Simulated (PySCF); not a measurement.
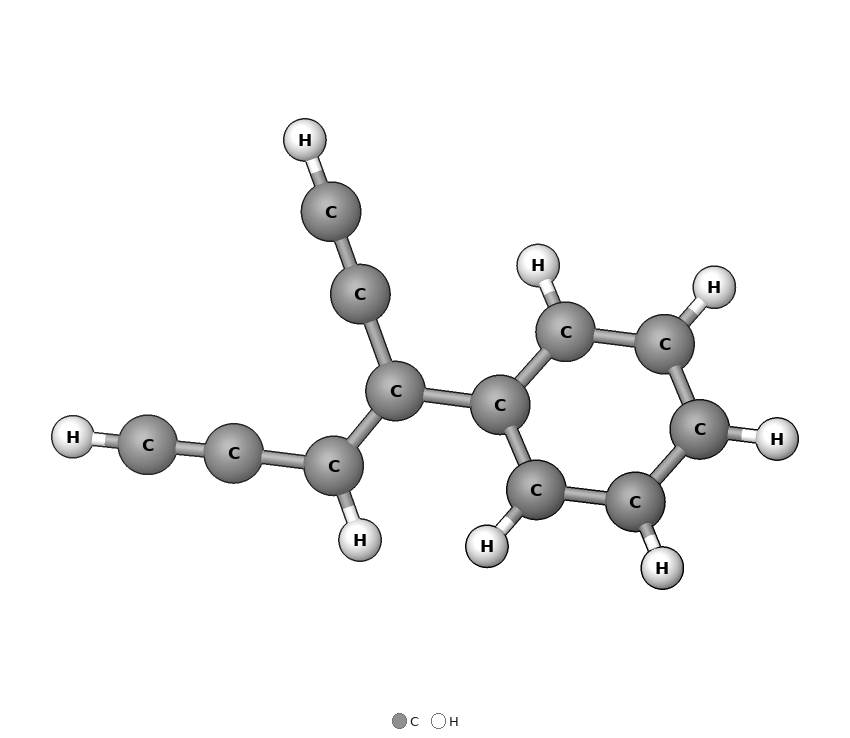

The geometry was computed by an optimisation with GFN2-xTB. No frequency run is at hand to confirm it as a minimum.

**What is the molecular formula?**

C₁₂H₈, 20 atoms: 12 carbon and 8 hydrogen.

**Count the bonded pairs by element.**

12 C–C, 8 C–H.

**Does it have rings?**

Independent rings (smallest set): 1 of 6 members, 1 of them aromatic.

The parts below concern this one geometry. Atoms keep their numbers from picture to picture.

## Symmetry

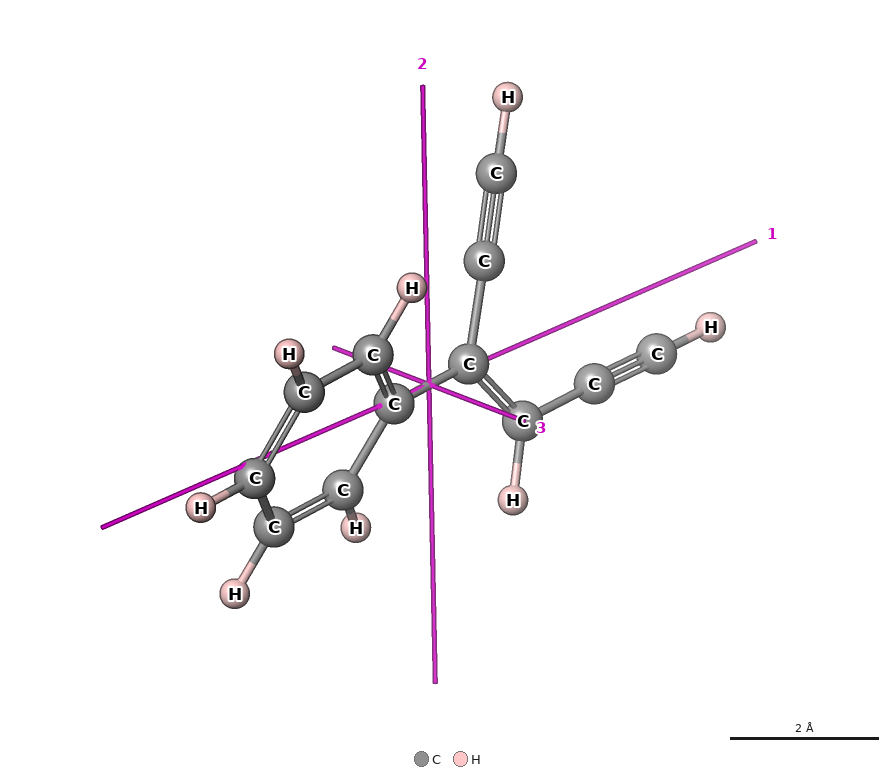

The three principal axes of inertia are drawn and numbered. Atoms fade into the background with distance from the viewer. No frequency run is at hand to confirm it as a minimum. Masses are those of the most abundant isotopes; constants are for the rigid equilibrium geometry.

**Which line is the a axis (least moment of inertia), which b and which c?**

a is line 1, b is line 2, c is line 3; the moments are 233, 889, 1096 u Å².

**Classify the rotor and give the rotational constants (cm⁻¹).**

An asymmetric top (C1): A = 0.0722, B = 0.0190, C = 0.0154 cm⁻¹. Ray's parameter κ is −0.87, close to the prolate limit.

## Ring current

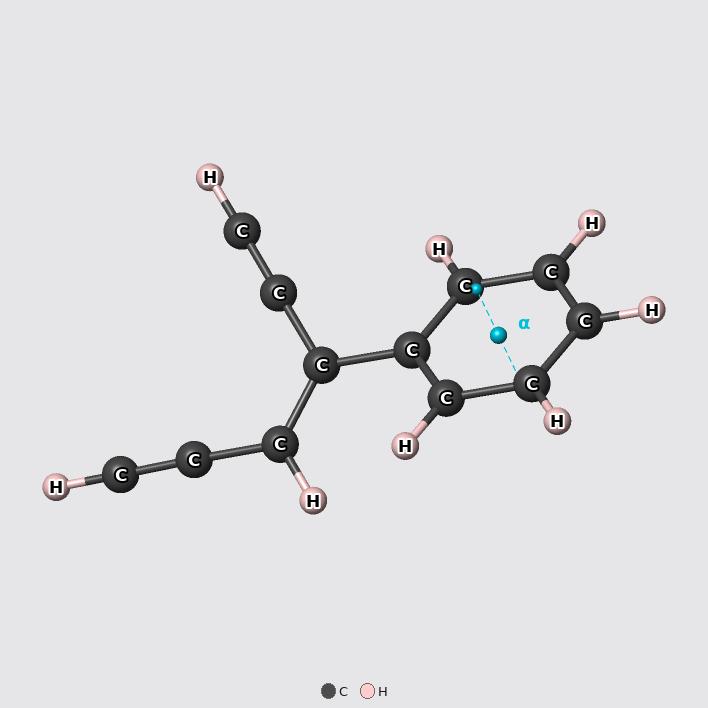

The small points mark where nucleus-independent chemical shifts (NICS) were computed: at the centre of each lettered ring and 1 Å above and below it. No frequency run is at hand to confirm it as a minimum. Properties computed with GIAO PBE0/pcSseg-1 NMR shielding, non-relativistic, gas phase (PySCF 2.14.0).

Give NICS(0), NICS(1) and the out-of-plane component NICS(1)zz for each ring (means of the two sides).

```tsv
ring	members	NICS(0)	NICS(1)	NICS(1)zz
α	C6	−8.1	−11.0	−27.3
```

Values in ppm.

**What do the values say about the ring currents?**

Ring α: diatropic, as in an aromatic ring. NICS is one index among several.

## Electronic properties

No frequency run is at hand to confirm it as a minimum. Level of theory: PBE0/pcSseg-1, gas phase (PySCF 2.14.0).

**Estimate the HOMO energy (Kohn–Sham orbital).**

−6.47 eV.

**Give the HOMO–LUMO gap at this level.**

4.52 eV.

**Give the dipole moment at this level.**

0.70 D.

## NMR shielding

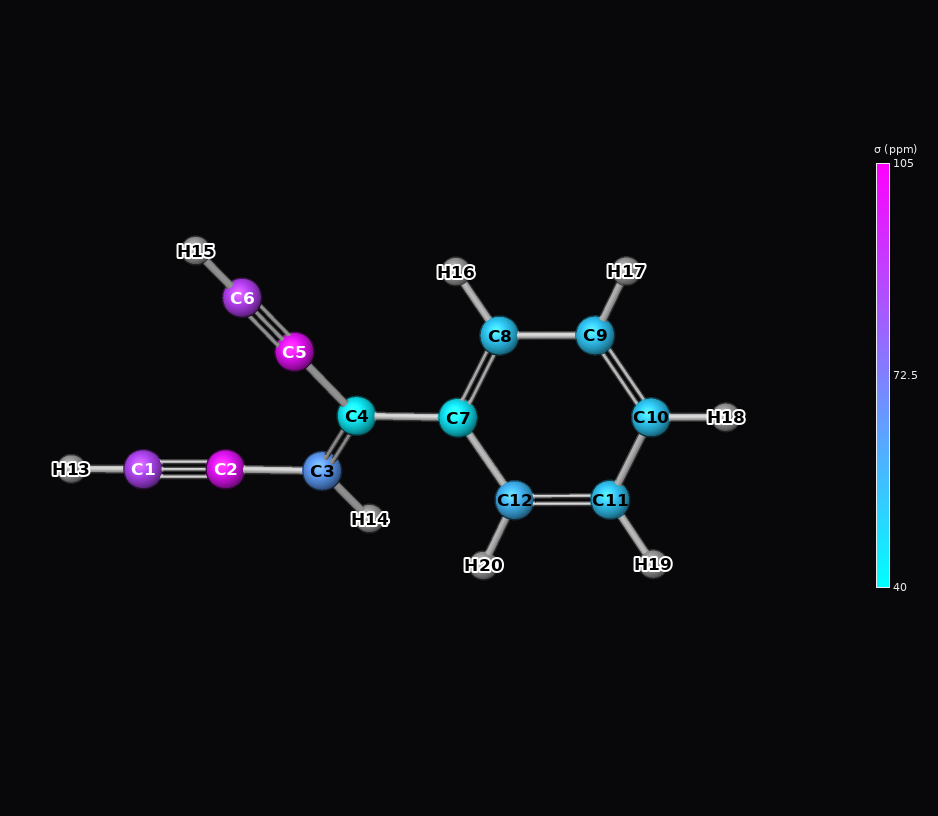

Atoms are coloured by their isotropic NMR shieldings (C only, the others grey). No frequency run is at hand to confirm it as a minimum. Properties computed with GIAO PBE0/pcSseg-1 NMR shielding, non-relativistic, gas phase (PySCF 2.14.0).

**Which C atom is the most shielded (lowest chemical shift)?**

C5 (100.5 ppm).

**Which C atom is the least shielded (highest chemical shift)?**

C4 (43.5 ppm).

**How wide is the range of C shifts?**

57.0 ppm.

Give the isotropic NMR shieldings of the C atoms atom by atom.

```tsv
atom	σ (ppm)
C1	86.9
C2	99.8
C3	64.3
C4	43.5
C5	100.5
C6	88.5
C7	44.3
C8	52.1
C9	52.7
C10	51.9
C11	53.0
C12	57.1
```

## Charges

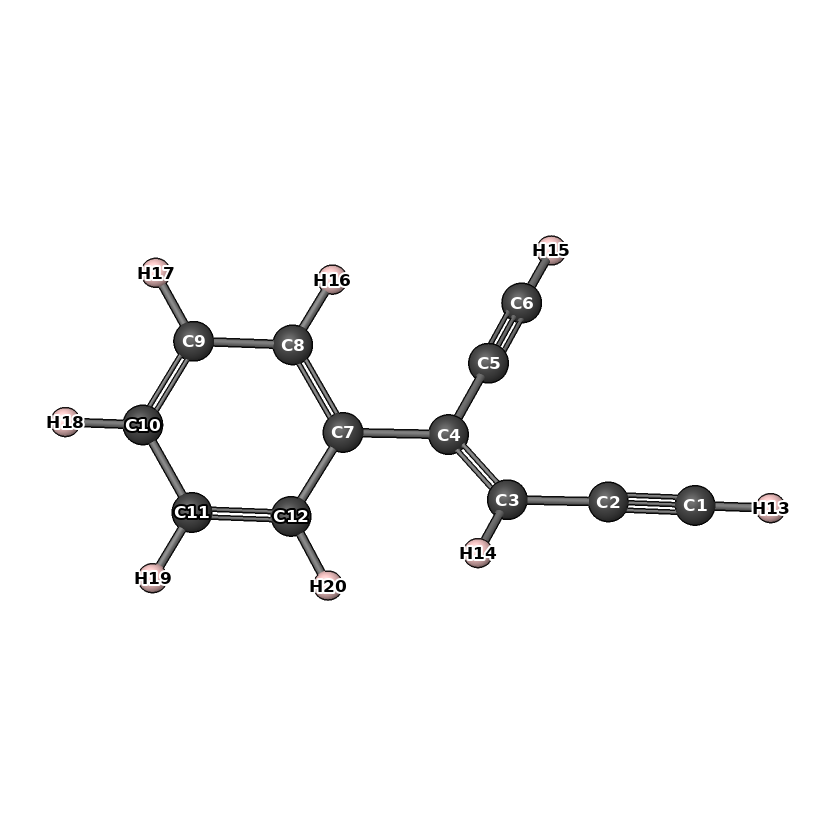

The questions are on ESP-fitted charges. No frequency run is at hand to confirm it as a minimum. Properties computed with PBE0/pcSseg-1, gas phase (PySCF 2.14.0).

**Which atom carries the highest charge (most positive or least negative)?**

H13, H15 (0.31 e).

**And the lowest?**

C1 (−0.44 e).

List the ESP-fitted charges.

```csv
atom,value (e)
C1,−0.44
C2,0.09
C3,−0.18
C4,0.00
C5,0.10
C6,−0.43
C7,0.10
C8,−0.16
C9,−0.13
C10,−0.15
C11,−0.14
C12,−0.17
H13,0.31
H14,0.17
H15,0.31
H16,0.15
H17,0.14
H18,0.14
H19,0.14
H20,0.15
```
